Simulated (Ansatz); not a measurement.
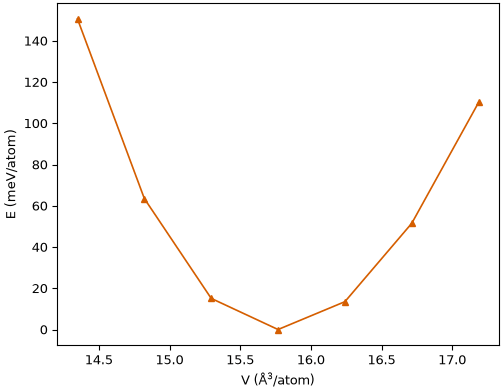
*W (bcc (W type), Im-3m) under volume change, DFT-PBE+D3(BJ) in the program Ansatz with PAW potentials, scaled uniformly.*

Problem. What does a third-order Birch–Murnaghan fit give for V₀, B₀ and B′?

Solution. V₀ = 15.77 Å³/atom, B₀ = 320 GPa, B′ = 4.1.

The cell was relaxed with PBE+D3(BJ) under the symmetry of its start. No spin polarisation was allowed. The pairwise dispersion correction was not fitted to metals. Spin–orbit coupling is left out wherever it is not named.

Potentials: the later of the program's two PAW sets.
